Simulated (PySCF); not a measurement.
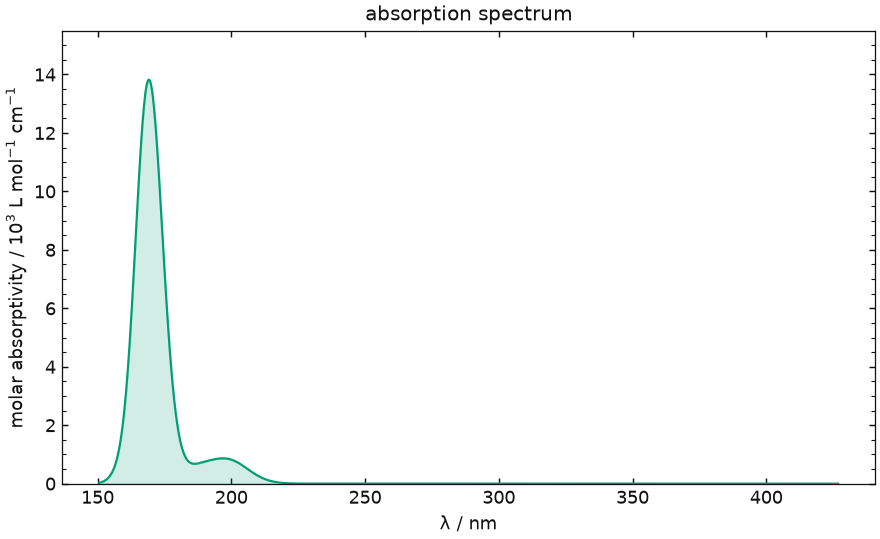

Computed absorption of C₂H₉NOSi₂, SMILES C/N=C\[SiH2]O[SiH3]. Vertical TDDFT excitations, CAM-B3LYP/def2-SVPD, PySCF, at a GFN2-xTB geometry (no frequency check), gas phase. Only the first 8 singlet excitations are included; each is broadened by a Gaussian of 1/e half-width 0.30 eV.

Does any vertical transition fall in the visible?

No singlet lies below 3.1 eV (beyond 400 nm), so at this level no vertical transition falls in the visible.

List the transitions behind the spectrum.

```tsv
state	E (eV)	λ (nm)	f	main character
S1	4.10	302	0.000	HOMO → LUMO (96 %)
S2	6.20	200	0.013	HOMO → LUMO+1 (69 %)
S3	6.59	188	0.010	HOMO → LUMO+2 (50 %)
S4	7.24	171	0.012	HOMO → LUMO+4 (77 %)
S5	7.32	169	0.203	HOMO−1 → LUMO (78 %)
S6	7.36	168	0.032	HOMO−1 → LUMO+1 (58 %)
S7	7.49	166	0.012	HOMO → LUMO+5 (57 %)
S8	7.73	160	0.008	HOMO−3 → LUMO (53 %)
```

Known limits of this run: the tight-binding geometry is rougher than a DFT one and adds to the error; one conformer of a flexible molecule; core orbitals are frozen in the response.
